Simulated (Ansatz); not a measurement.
# Ligand exchange: GaH2Cl + C3H9MgN → GaH2(NH2) + C3H7ClMg

Species: GaH2Cl `[Cl][GaH2]`, singlet; C3H9MgN `C[CH](C)[Mg][NH2]`, singlet; GaH2(NH2), singlet; C3H7ClMg `C[CH](C)[Mg][Cl]`, singlet. The partners trade Cl for NH2: Ga–Cl and Mg–NH2 bonds give way to Ga–NH2 and Mg–Cl.

Shapes, held fixed at every level: PBE0-D4/def2-TZVP. Programs: Ansatz 0.2.0. Electronic energies: no zero-point or thermal term.

| level | kind | ΔE (kJ/mol) | less CCSD(T)/def2-TZVPP |
| --- | --- | --- | --- |
| HF/def2-TZVPP | Hartree–Fock | -77.6 | -2.4 |
| SPW92/def2-TZVPP | LDA | -78.8 | -3.6 |
| PBE-D4/def2-TZVPP | GGA | -73.3 | +1.9 |
| r2SCAN-D4/def2-TZVPP | meta-GGA | -76.9 | -1.7 |
| B3LYP-D4/def2-TZVPP | global hybrid | -74.2 | +1.0 |
| BHLYP-D4/def2-TZVPP | global hybrid | -75.9 | -0.7 |
| CCSD(T)/def2-TZVPP | coupled cluster or CI | -75.2 | 0.0 |

The highest level, CCSD(T)/def2-TZVPP, gives ΔE = -75.2 kJ/mol; the levels span -78.8 to -73.3. The column of differences is taken from that level and isn't an error. No measured value is set beside it here. Relativity is left out for Ga unless named. Correlated rows may include outer-core shells of Ga, Mg, which these sets cover unevenly.

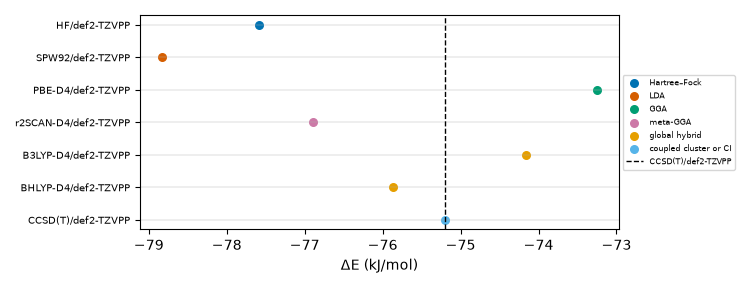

The values of the table, level by level.
